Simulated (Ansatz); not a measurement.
# B2O: a trial structure relaxed, part 2 of 2

Where does this trial cell of B2O go when cell and atoms are let free?

Ansatz 0.2.0; DFT PBE, scalar-relativistic, plane waves, PAW.

### Step 5. Coarse relaxation, continued

The end of the coarse run is made exact in the group found at a tolerance of 0.06 Å and reduced to its primitive cell, now 3 atoms.

input.yaml reads:

```yaml
crystal:
  lattice:
    - [0.0, 2.3874868948, 3.631526386]
    - [1.4817870855, 0.0, 3.631526386]
    - [1.4817870855, 2.3874868948, 0.0]
  atoms:
    - { symbol: B, position: [0.685399236, 0.685399236, 0.314600764] }
    - { symbol: B, position: [0.314600764, 0.314600764, 0.685399236] }
    - { symbol: O, position: [0.5, 0.5, 0.5] }
basis:
  ecutwfc: 420
kpoints:
  mp_grid: { grid: [8, 8, 8] }
hamiltonian:
  xc: pbe
scf:
  occupations: { method: gaussian, width: 0.1 }
  lower_state_search: "off"
output:
  forces: true
  stress: true
  eigenvalues: true
relax:
  adjacent_minimum: "off"
  f_tol: 0.04
  max_steps: 70
  cell: { stress_tol: 0.4 }
```

The run is started by

```console
$ ansatz run input.yaml --threads 1 --pin off --max-ram 2560MiB --backend cpu --events-out ev --progress --plain --runs-dir out
```

Standard output, shortened:

```text
[...]
relax step   3: F+E_penalty+E_count = -879.12186727 eV  Δ(F+E_penalty+E_count) = -9.258e-4 eV  max|allowed force component| = 1.955e-2 eV/Å  Δτ_max = 0.0000 Å  P = +0.019 GPa  Ω = 25.906 Å³  stress off target by 3.09e-1 GPa  SCF on the basis re-selected at this cell (its energy is not [...]
SCF converged after 7 iterations
Free energy (F): -879.121867 eV
[...]
E sigma→0 (E₀):  -879.120810 eV
[...]
  cell:  # Å, volume = 25.9065 Å³
    - [1.8448360564073308e-19, 2.4093593177771773, 3.6248476798401583]
    - [1.483156181112844, 1.2074376819758341e-32, 3.6248476798401583]
    - [1.483156181112844, 2.4093593177771773, 7.527562662874088e-20]
  atoms:
    - { symbol: B, position: [0.685681600651226, 0.6856816006512264, 0.3143183993487735] }
    - { symbol: B, position: [0.3143183993487736, 0.31431839934877404, 0.6856816006512259] }
    - { symbol: O, position: [0.49999999999999983, 0.5, 0.49999999999999994] }
```

Wall time 3.3 s (1 thread of INTEL XEON PLATINUM 8581C at 2.10GHz (Emerald Rapids), shared host); peak memory 0.39 GiB.

### Step 6. Spin check on a coarse mesh

input.yaml reads:

```yaml
crystal:
  lattice:
    - [0.0, 2.4093593178, 3.6248476798]
    - [1.4831561811, 0.0, 3.6248476798]
    - [1.4831561811, 2.4093593178, 0.0]
  atoms:
    - { symbol: B, position: [0.6856816007, 0.6856816007, 0.3143183993] }
    - { symbol: B, position: [0.3143183993, 0.3143183993, 0.6856816007] }
    - { symbol: O, position: [0.5, 0.5, 0.5], spin: 1.0 }
basis:
  ecutwfc: 420
kpoints:
  mp_grid: { grid: [8, 8, 8] }
hamiltonian:
  xc: pbe
scf:
  occupations: { method: gaussian, width: 0.1 }
  lower_state_search: "off"
output:
  forces: true
  stress: true
  eigenvalues: true
  populations: true
magnetization:
  spin_polarized: true
```

The run is started by

```console
$ ansatz run input.yaml --threads 1 --pin off --max-ram 2560MiB --backend cpu --events-out ev --progress --plain --runs-dir out
```

Standard output, shortened:

```text
[...]
SCF converged after 14 iterations
Magnetization: -0.0000 μB (6.0000 up, 6.0000 down)
Absolute magnetization: 0.0000 μB (∫|ρ↑−ρ↓|, with the PAW one-centre terms)
Spin contamination: 0.0000 ħ² per cell (⟨S²⟩ above its minimum at these occupations)
Per-site moments (μB) at R_I (Å): [(-2.053125425484782e-7, 0.5552807035701295), (-2.053125425561917e-7, 0.5552807035701297), (7.949112522391317e-8, 0.5552807035701295)]
[...]
        0.000000       0.000000      -0.110698
  P = ⅓ Tr σ = 0.0191 GPa (0.191 kbar)
--- Band table (eV; the first three rows and the last of 190) ---
  k-point 0 ↑: bands = ["-15.3297", "-4.4496", "-2.5948", "2.7460", "2.9252", "7.3523", "13.7269", "13.9922", "14.6212", "16.5064", "19.2564"]
[...]
--- Löwdin populations: 3 sites ---
  site symbol       q [e]    m [muB]
     0      B      2.8475    -0.0000
     1      B      2.8475    -0.0000
     2      O      6.2219     0.0000
  spilling = 0.006915 (of n_electrons = 12.000000)
```

Run time: 3.3 s. Hardware: 1 thread of INTEL XEON PLATINUM 8581C at 2.10GHz (Emerald Rapids), shared host; peak memory 0.38 GiB.

Site by site:

```csv
atom,Löwdin electrons
B1,2.85
B2,2.85
O3,6.22
```

The same cell is solved with trial moments on O. The largest site moment that stays is 0.00 μB and the cell's total 0.00 μB. The workflow keeps spin only above 0.25 μB on a site, so the next run goes without spin.

### Step 7. Final relaxation

The end of the coarse run is made exact in the group found at a tolerance of 0.06 Å and reduced to its primitive cell.

input.yaml reads:

```yaml
crystal:
  lattice:
    - [0.0, 2.4093593178, 3.6248476798]
    - [1.4831561811, 0.0, 3.6248476798]
    - [1.4831561811, 2.4093593178, 0.0]
  atoms:
    - { symbol: B, position: [0.6856816007, 0.6856816007, 0.3143183993] }
    - { symbol: B, position: [0.3143183993, 0.3143183993, 0.6856816007] }
    - { symbol: O, position: [0.5, 0.5, 0.5] }
basis:
  ecutwfc: 420
kpoints:
  mp_grid: { grid: [20, 20, 20] }
hamiltonian:
  xc: pbe
scf:
  occupations: { method: gaussian, width: 0.1 }
output:
  forces: true
  stress: true
  eigenvalues: true
  write_density: true
  write_potential: true
  elf: true
  volumetric_format: npy
relax:
  adjacent_minimum: "off"
  f_tol: 0.01
  max_steps: 80
  cell: { stress_tol: 0.05 }
```

The run is started by

```console
$ ansatz run input.yaml --threads 1 --pin off --max-ram 2560MiB --backend cpu --events-out ev --progress --plain --runs-dir out
```

Standard output:

```text
Warning: RAYON_NUM_THREADS=1 ignored (pool sized by the plan → 1); use --threads N
[... 9 set-up lines as earlier in the session ...]
Crystal: 3 atoms, lattice volume = 25.906 Å³
Basis set: ecut = 420 eV, 509 PW (Γ), exchange–correlation on 60×54×40 points (8 copies of the dense FFT grid, shifted against one another)
Bands: 10, of which v1, the nominal top of the filled ones, is band 6 counted from 1 (5 counted from 0)
[... 1 set-up line as earlier in the session ...]
Space group: Fmmm (ITA 69), of the structure as read, at distance tolerance 3.0e-5 Å
k-points: 1166 of 8000
[... 8 set-up lines as earlier in the session ...]
SCF iter   1: F=—  HF=-879.109554 eV  |F-HF|=—  |Δ(HF+E_count)|=         —  Δρ=1.14e-2  dr2=1.15e-2  ethr=1.77e-3  ⟨swp⟩=4.6  Hψ=68742  notcnv=0
preconditioner: auto → none  [metal: Δε(μ)=0.002 eV  Ē_g=15.745 eV  σ=0.100 eV  W_gap=0.01  n_scr=2 (ndim 8)  ℏωp=25.3 eV  f_vac=0.000  D(μ)=0.60/eV (n_scr^D=2)  sad-step TF]
SCF iter   2: F=—  HF=-879.109309 eV  |F-HF|=—  |Δ(HF+E_count)|=   2.45e-4  Δρ=6.18e-3  dr2=3.90e-3  ethr=9.62e-5  ⟨swp⟩=1.0  Hψ=20988  notcnv=0
SCF iter   3: F=—  HF=-879.108919 eV  |F-HF|=—  |Δ(HF+E_count)|=   3.90e-4  Δρ=4.05e-4  dr2=1.18e-5  ethr=3.25e-5  ⟨swp⟩=2.0  Hψ=18047  notcnv=0
SCF iter   4: F=—  HF=-879.108924 eV  |F-HF|=—  |Δ(HF+E_count)|=   5.05e-6  Δρ=4.04e-5  dr2=2.23e-7  ethr=9.85e-8  ⟨swp⟩=2.6  Hψ=18328  notcnv=0
iter 5 did not close the SCF: its close was put off for the readings that it lacked (scf_convergence_deferred on its scf_iter line)
SCF iter   5: F=-879.108924 eV  HF=-879.108924 eV  |F-HF|=1.56e-9  |Δ(HF+E_count)|=   5.29e-8  Δρ=9.56e-6  dr2=1.09e-8  ethr=1.86e-9  ⟨swp⟩=2.3  Hψ=18311  notcnv=0
SCF iter   6: F=-879.108924 eV  HF=-879.108924 eV  |F-HF|=2.73e-10  |Δ(HF+E_count)|=   2.18e-9  Δρ=2.03e-6  dr2=6.00e-10  ethr=9.07e-11  ⟨swp⟩=6.0  Hψ=64875  notcnv=0
SCF 1 converged in 6 iterations: F = -879.108924 eV  dr2 = 6.00e-10
relax step   1: F+E_penalty+E_count = -879.10892436 eV  Δ(F+E_penalty+E_count) = +0.000e0 eV  max|allowed force component| = 1.172e-2 eV/Å  Δτ_max = 0.0000 Å  P = +0.070 GPa  Ω = 25.906 Å³  (6 SCF iters, dr2 threshold 1.00e-7 eV, accepted)
Crystal: 3 atoms, lattice volume = 25.962 Å³
Initial density: handed on by an earlier stage of this run
Initial wavefunctions: those handed on with the density
iter 1 solved again at ethr=1.17e-7 eV; its pass at ethr=3.10e-3 eV (dr2=1.41e-5 eV) is discarded
SCF iter   1: F=—  HF=-879.108846 eV  |F-HF|=—  |Δ(HF+E_count)|=         —  Δρ=2.70e-4  dr2=1.25e-5  ethr=1.17e-7  ⟨swp⟩=2.1  Hψ=95031  notcnv=0
preconditioner: auto → none  [metal: Δε(μ)=0.006 eV  Ē_g=15.753 eV  σ=0.100 eV  W_gap=0.03  n_scr=2 (ndim 8)  ℏωp=25.2 eV  f_vac=0.000  D(μ)=0.60/eV (n_scr^D=2)]
SCF iter   2: F=—  HF=-879.108848 eV  |F-HF|=—  |Δ(HF+E_count)|=   1.90e-6  Δρ=1.18e-4  dr2=2.08e-6  ethr=1.04e-7  ⟨swp⟩=2.0  Hψ=18399  notcnv=0
iter 3 did not close the SCF: its close was put off for the readings that it lacked (scf_convergence_deferred on its scf_iter line)
SCF iter   3: F=-879.108849 eV  HF=-879.108849 eV  |F-HF|=3.92e-8  |Δ(HF+E_count)|=   8.82e-7  Δρ=1.80e-5  dr2=4.10e-8  ethr=1.73e-8  ⟨swp⟩=2.1  Hψ=18671  notcnv=0
iter 4 did not close the SCF: its close was put off for the readings that it lacked (scf_convergence_deferred on its scf_iter line)
SCF iter   4: F=-879.108849 eV  HF=-879.108849 eV  |F-HF|=7.37e-10  |Δ(HF+E_count)|=   4.42e-8  Δρ=2.29e-6  dr2=5.93e-10  ethr=3.41e-10  ⟨swp⟩=2.6  Hψ=19426  notcnv=0
iter 5 did not close the SCF: its close was put off for the readings that it lacked (scf_convergence_deferred on its scf_iter line)
SCF iter   5: F=-879.108849 eV  HF=-879.108849 eV  |F-HF|=4.09e-12  |Δ(HF+E_count)|=  8.51e-10  Δρ=1.52e-7  dr2=1.76e-12  ethr=4.94e-12  ⟨swp⟩=2.3  Hψ=18581  notcnv=0
SCF iter   6: F=-879.108849 eV  HF=-879.108849 eV  |F-HF|=2.27e-13  |Δ(HF+E_count)|=  5.12e-12  Δρ=7.16e-9  dr2=9.83e-15  ethr=1.00e-12  ⟨swp⟩=4.0  Hψ=45788  notcnv=0
SCF 2 converged in 6 iterations: F = -879.108849 eV  dr2 = 9.83e-15
relax step   2: F+E_penalty+E_count = -879.10884931 eV  Δ(F+E_penalty+E_count) = +7.506e-5 eV  max|allowed force component| = 5.876e-3 eV/Å  Δτ_max = 0.0003 Å  P = -0.013 GPa  Ω = 25.962 Å³  energy of the carried Pulay correction = -2.118e-4 eV  (6 SCF iters, dr2 threshold 2.26e-7 eV, accepted)
Crystal: 3 atoms, lattice volume = 25.989 Å³
iter 1 solved again at ethr=4.18e-7 eV; its pass at ethr=3.10e-3 eV (dr2=5.02e-5 eV) is discarded
SCF iter   1: F=—  HF=-879.108792 eV  |F-HF|=—  |Δ(HF+E_count)|=         —  Δρ=5.39e-4  dr2=5.71e-5  ethr=4.18e-7  ⟨swp⟩=2.0  Hψ=96084  notcnv=0
preconditioner: auto → none  [metal: Δε(μ)=0.008 eV  Ē_g=15.754 eV  σ=0.100 eV  W_gap=0.04  n_scr=2 (ndim 8)  ℏωp=25.2 eV  f_vac=0.000  D(μ)=0.59/eV (n_scr^D=2)]
SCF iter   2: F=—  HF=-879.108785 eV  |F-HF|=—  |Δ(HF+E_count)|=   6.95e-6  Δρ=2.06e-4  dr2=7.15e-6  ethr=4.18e-7  ⟨swp⟩=2.0  Hψ=17113  notcnv=0
iter 3 did not close the SCF: its close was put off for the readings that it lacked (scf_convergence_deferred on its scf_iter line)
SCF iter   3: F=-879.108786 eV  HF=-879.108786 eV  |F-HF|=9.46e-8  |Δ(HF+E_count)|=   2.74e-7  Δρ=2.71e-5  dr2=7.77e-8  ethr=5.96e-8  ⟨swp⟩=2.5  Hψ=16768  notcnv=0
iter 4 did not close the SCF: its close was put off for the readings that it lacked (scf_convergence_deferred on its scf_iter line)
SCF iter   4: F=-879.108786 eV  HF=-879.108786 eV  |F-HF|=3.00e-9  |Δ(HF+E_count)|=   1.06e-7  Δρ=5.27e-6  dr2=2.78e-9  ethr=6.48e-10  ⟨swp⟩=2.5  Hψ=18600  notcnv=0
iter 5 did not close the SCF: its close was put off for the readings that it lacked (scf_convergence_deferred on its scf_iter line)
SCF iter   5: F=-879.108786 eV  HF=-879.108786 eV  |F-HF|=8.87e-12  |Δ(HF+E_count)|=   3.61e-9  Δρ=2.75e-7  dr2=8.18e-12  ethr=2.31e-11  ⟨swp⟩=2.4  Hψ=19031  notcnv=0
SCF iter   6: F=-879.108786 eV  HF=-879.108786 eV  |F-HF|=0.00e0  |Δ(HF+E_count)|=  1.27e-11  Δρ=2.57e-8  dr2=5.42e-14  ethr=1.00e-12  ⟨swp⟩=4.3  Hψ=49225  notcnv=0
SCF 3 converged in 6 iterations: F = -879.108786 eV  dr2 = 5.42e-14
relax step   3: F+E_penalty+E_count = -879.10878585 eV  Δ(F+E_penalty+E_count) = +6.346e-5 eV  max|allowed force component| = 2.667e-2 eV/Å  Δτ_max = 0.0000 Å  P = +0.179 GPa  Ω = 25.989 Å³  energy of the carried Pulay correction = -3.156e-4 eV  (6 SCF iters, dr2 threshold 1.33e-7 eV, accepted)
[... 13 lines left out ...]
relax step   4: F+E_penalty+E_count = -879.10864481 eV  Δ(F+E_penalty+E_count) = +1.410e-4 eV  max|allowed force component| = 9.272e-5 eV/Å  Δτ_max = 0.0005 Å  P = -0.059 GPa  Ω = 26.034 Å³  energy of the carried Pulay correction = -4.911e-4 eV  (6 SCF iters, dr2 threshold 2.73e-7 eV, accepted)
[... 13 lines left out ...]
relax step   5: F+E_penalty+E_count = -879.10869652 eV  Δ(F+E_penalty+E_count) = -5.170e-5 eV  max|allowed force component| = 1.323e-4 eV/Å  Δτ_max = 0.0001 Å  P = +0.000 GPa  Ω = 26.021 Å³  energy of the carried Pulay correction = -4.414e-4 eV  (6 SCF iters, accepted)
[... 15 lines left out ...]
relax step   6: F+E_penalty+E_count = -879.10914559 eV  Δ(F+E_penalty+E_count) = -4.491e-4 eV  max|allowed force component| = 4.830e-5 eV/Å  Δτ_max = 0.0000 Å  P = +0.029 GPa  Ω = 26.021 Å³  stress off target by 1.35e-1 GPa  SCF on the basis re-selected at this cell (its energy is not comparable with the rows above)  (8 SCF iters)
[... 15 lines left out ...]
relax step   7: F+E_penalty+E_count = -879.10899898 eV  Δ(F+E_penalty+E_count) = +1.466e-4 eV  max|allowed force component| = 5.449e-4 eV/Å  Δτ_max = 0.0002 Å  P = +0.007 GPa  Ω = 26.059 Å³  energy of the carried Pulay correction = -1.671e-4 eV  (6 SCF iters, accepted)
iter 1 solved again at ethr=1.16e-7 eV; its pass at ethr=3.10e-3 eV (dr2=1.40e-5 eV) is discarded
SCF iter   1: F=—  HF=-879.109169 eV  |F-HF|=—  |Δ(HF+E_count)|=         —  Δρ=5.21e-5  dr2=2.19e-8  ethr=1.16e-7  ⟨swp⟩=3.2  Hψ=100029  notcnv=0
SCF iter   2: F=—  HF=-879.109176 eV  |F-HF|=—  |Δ(HF+E_count)|=   6.85e-6  Δρ=2.59e-5  dr2=4.78e-9  ethr=1.82e-10  ⟨swp⟩=2.3  Hψ=18548  notcnv=0
SCF iter   3: F=—  HF=-879.109177 eV  |F-HF|=—  |Δ(HF+E_count)|=   1.63e-6  Δρ=2.57e-6  dr2=1.20e-10  ethr=3.98e-11  ⟨swp⟩=2.5  Hψ=18305  notcnv=0
iter 4 did not close the SCF: its close was put off for the readings that it lacked (scf_convergence_deferred on its scf_iter line)
SCF iter   4: F=-879.109177 eV  HF=-879.109177 eV  |F-HF|=1.39e-11  |Δ(HF+E_count)|=   1.48e-8  Δρ=1.84e-7  dr2=3.53e-12  ethr=1.00e-12  ⟨swp⟩=2.4  Hψ=18696  notcnv=0
iter 5 did not close the SCF: its close was put off for the readings that it lacked (scf_convergence_deferred on its scf_iter line)
SCF iter   5: F=-879.109177 eV  HF=-879.109177 eV  |F-HF|=0.00e0  |Δ(HF+E_count)|=  1.50e-11  Δρ=1.57e-8  dr2=3.18e-14  ethr=1.00e-12  ⟨swp⟩=1.0  Hψ=11660  notcnv=0
iter 6 did not close the SCF: its close was put off for the readings that it lacked (scf_convergence_deferred on its scf_iter line)
SCF iter   6: F=-879.109177 eV  HF=-879.109177 eV  |F-HF|=1.14e-13  |Δ(HF+E_count)|=  1.14e-13  Δρ=2.85e-9  dr2=9.92e-16  ethr=1.00e-12  ⟨swp⟩=1.0  Hψ=11660  notcnv=0
iter 7 did not close the SCF: its close was put off for the readings that it lacked (scf_convergence_deferred on its scf_iter line)
SCF iter   7: F=-879.109177 eV  HF=-879.109177 eV  |F-HF|=0.00e0  |Δ(HF+E_count)|=  1.14e-13  Δρ=1.16e-9  dr2=2.85e-16  ethr=1.00e-12  ⟨swp⟩=1.0  Hψ=11660  notcnv=0
SCF iter   8: F=-879.109177 eV  HF=-879.109177 eV  |F-HF|=1.14e-13  |Δ(HF+E_count)|=  2.27e-13  Δρ=3.30e-10  dr2=2.02e-17  ethr=1.00e-12  ⟨swp⟩=2.0  Hψ=31531  notcnv=0
SCF 8 converged in 8 iterations: F = -879.109177 eV  dr2 = 2.02e-17
relax step   8: F+E_penalty+E_count = -879.10917746 eV  Δ(F+E_penalty+E_count) = -1.785e-4 eV  max|allowed force component| = 5.347e-4 eV/Å  Δτ_max = 0.0000 Å  P = +0.013 GPa  Ω = 26.059 Å³  stress off target by 3.25e-2 GPa  SCF on the basis re-selected at this cell (its energy is not comparable with the rows above)  (8 SCF iters)
basis re-selected at this cell: Δ(F+E_penalty+E_count) = -1.785e-4 eV, ΔP = +0.006 GPa vs the last step (what re-selecting the basis moved, of the pressure what is left beyond the Pulay correction that the steps carried, after the strain that the cell walked since its last selection, with what the two solves' SCF thresholds leave and, on support functions, any second-order correction that the steps lacked; it is no measure of the basis error at this ecutwfc). This SCF's stress stands 3.25e-2 GPa from its target on what of the cell is left free (relax.cell.stress_tol is 5.00e-2 GPa) and its largest allowed force component is 5.35e-4 eV/Å (relax.f_tol is 1.00e-2 eV/Å): within both
SCF converged after 8 iterations
Free energy (F): -879.109177 eV
Harris-Foulkes:  -879.109177 eV  (|F-HF|=1.14e-13)
Internal energy: -879.106202 eV  (E = F + TS)
E sigma→0 (E₀):  -879.107690 eV
Entropy (-TS):   -0.002976 eV (-0.992 meV/atom)
Fermi energy:    6.817114 eV
--- Per-component energies (eV) ---
  E_band       = -24.233120
  E_kinetic    = 269.294307
  E_local      = -472.477591  (includes V_loc(G=0)·N_el)
  E_nonlocal   = 73.488664
  E_hartree    = 157.346354
  E_xc         = -135.301500
  E_vxc        = -166.776120  (∫ρ·V_xc dr)
  E_paw        = -316.476502  (= ΣΔE_a)
  E_vpaw       = -42.457676  (= ΣTr[D̂ρ^β])
  E_aug_tail   = 0.002587  (compensation charges beyond the density's cutoff)
  E_ewald      = -454.982522
  E_smearing   = -0.002976  (= −TS)
  E_closure    = -0.000000  (closes the sum)
  Σ components = -879.109177   (vs F -879.109177, Δ=0.00e0)
--- Forces (eV/Å), atoms counted from 1 ---
  atom   1  B      0.00000000     0.00000000     0.00053470
  atom   2  B      0.00000000     0.00000000    -0.00053470
  atom   3  O      0.00000000     0.00000000     0.00000000
  max |Σ_I F_I| component: 0.00e0 eV/Å
--- Stress (GPa, compression-positive) ---
        0.017822       0.000000       0.000000
        0.000000       0.032549       0.000000
        0.000000       0.000000      -0.010986
  P = ⅓ Tr σ = 0.0131 GPa (0.131 kbar)
--- Band table (eV; the first three rows and the last of 1166) ---
  k-point 0: bands = ["-15.3872", "-4.5079", "-2.6271", "2.6323", "2.8494", "7.2766", "13.7145", "13.7642", "14.5659", "16.3581"]
  k-point 1: bands = ["-15.3713", "-4.5172", "-2.5816", "2.6063", "2.8194", "7.1501", "13.3734", "13.7659", "14.7233", "16.5181"]
  k-point 2: bands = ["-15.3250", "-4.5371", "-2.4564", "2.5248", "2.7405", "6.7992", "12.8018", "13.6078", "14.9478", "16.9719"]
  k-point 1165: bands = ["-15.2694", "-6.3116", "0.1796", "2.0433", "2.7580", "9.7027", "10.4593", "11.6610", "15.8577", "18.3118"]
--- Relaxed structure (6 steps of the walk, 6 accepted, 2 SCFs on fresh bases) ---
  F+E_penalty+E_count = -879.10917746 eV   max|allowed force component| = 5.347e-4 eV/Å   (the final SCF, on the basis selected at the relaxed cell)
  cell:  # Å, volume = 26.0594 Å³
    - [0.0, 2.427933821887779, 3.626438818810538]
    - [1.4798478848955778, 0.0, 3.626438818810538]
    - [1.4798478848955778, 2.427933821887779, 0.0]
  atoms:
    - { symbol: B, position: [0.6856085965774595, 0.6856085965774595, 0.3143914034225407] }
    - { symbol: B, position: [0.3143914034225404, 0.3143914034225404, 0.6856085965774599] }
    - { symbol: O, position: [0.5, 0.5, 0.5000000000000002] }
```

It took 94 s on 1 thread of INTEL XEON PLATINUM 8581C at 2.10GHz (Emerald Rapids), shared host; peak memory 0.7 GiB.

Relaxation path:

| step | E - E(step 1) (eV/cell) | largest force component (eV/Å) | pressure (GPa) | volume (Å³) |
| --- | --- | --- | --- | --- |
| 1 | 0.0000 | 0.0117 | 0.07 | 25.91 |
| 2 | 0.0001 | 0.0059 | -0.01 | 25.96 |
| 3 | 0.0001 | 0.0267 | 0.18 | 25.99 |
| 4 | 0.0003 | 0.0001 | -0.06 | 26.03 |
| 5 | 0.0002 | 0.0001 | 0.00 | 26.02 |
| 6 | -0.0002 | 0.0000 | 0.03 | 26.02 |
| 7 | -0.0001 | 0.0005 | 0.01 | 26.06 |
| 8 | -0.0003 | 0.0005 | 0.01 | 26.06 |

Step 1 is the start. Steps 6, 8 each repeat the geometry before them on a plane-wave basis chosen anew, so the energy can jump there without any move.

Lengths and angles in the start's conventional setting:

|  | before | after | change |
| --- | --- | --- | --- |
| a (Å) | 2.966 | 2.960 | -0.2 % |
| b (Å) | 4.819 | 4.856 | +0.8 % |
| c (Å) | 7.250 | 7.253 | 0.0 % |
| volume (Å³/atom) | 8.64 | 8.69 | +0.6 % |
| shortest distance (Å) | 1.346 | 1.346 | 0.0 % |
| space group (0.01 Å) | Fmmm | Fmmm | same |

Forces and stress were held to the start's 8 operations: a distortion of lower symmetry was not tested.

The maps below are laid out on this run's own conventional cell (a, b, c = 2.960, 4.856, 7.253 Å).

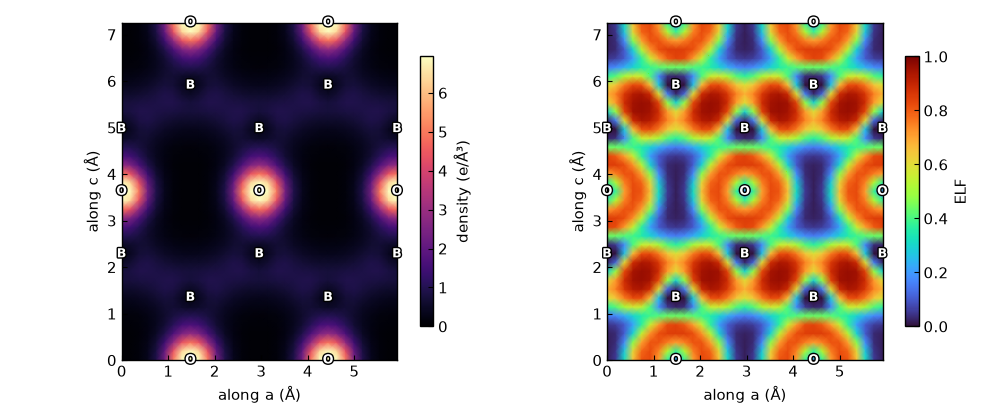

Density (left) and ELF (right) in a lattice plane of the grid's cell (edges 2.96 and 7.25 Å, at 0.000 of the third edge), which holds B and O. Only atoms in the plane are labelled. Both are smooth fields of the valence electrons: close to the nuclei they are not physical.

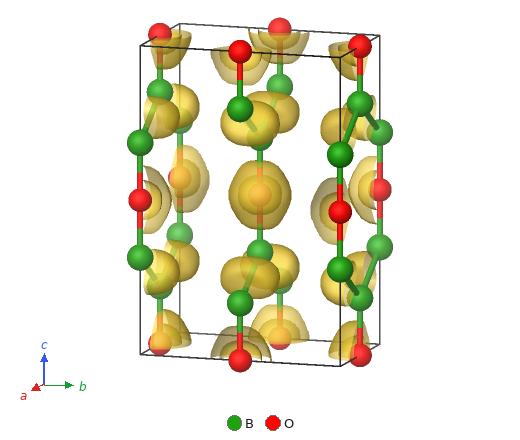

Surface of ELF = 0.79, drawn in one cell.

The highest ELF values outside the cores: 0.96 on the B–B line, 0.8 Å from B; 0.85 in the shell around O, 0.6 Å from O.

### Step 8. Outcome

The summary covers parts 1 to 2. Changes of volume or cell count from the first structure of part 1.

```
                                                              quantity                                                                      value
                                symmetry at the end (tolerance 0.05 Å)                                                  space group Fmmm (No. 69)
                                                     conventional cell  a = 2.960 Å, b = 4.856 Å, c = 7.253 Å, α = 90.00°, β = 90.00°, γ = 90.00°
                                                                volume                                                               8.69 Å³/atom
energy over the elements (uncorrected; H, N, O, F and Cl as molecules)                                                              -0.77 eV/atom
                                                       gap on the mesh                                                               none (metal)
```

In words: The symmetry goes from space group Pnma (No. 62) to space group Fmmm (No. 69), and the volume per atom shrinks by 7.6 % from the first guess. It lies below the elements, which doesn't yet make it stable: competing phases were not computed in this session. No finished test with a distortion of lower symmetry is shown, so the end may be a saddle point. A spin-polarised run here lost its starting moments, which speaks against magnetism, though one start doesn't rule it out. Other magnetic orders were not searched.
